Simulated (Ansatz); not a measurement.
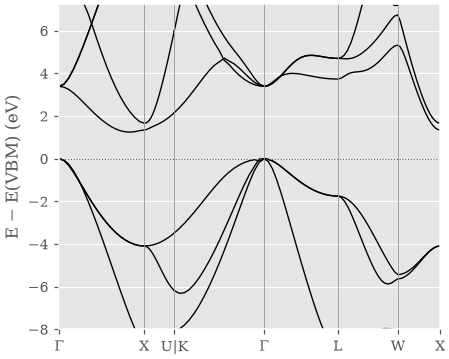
Figure: Band structure from the program Ansatz at the PBE level (PAW)

Read off the gap and where the band edges lie.

About 1.2 eV (1.25 eV by a search for the band edges); maximum at Γ, minimum on the Γ–X line, 83 % of the way from Γ.

The material is BP (zinc blende, space group No. 216).

Space group F-43m (zinc blende). Symmetry was held in the PBE relaxation.

Potentials: the earlier of the program's two PAW sets.
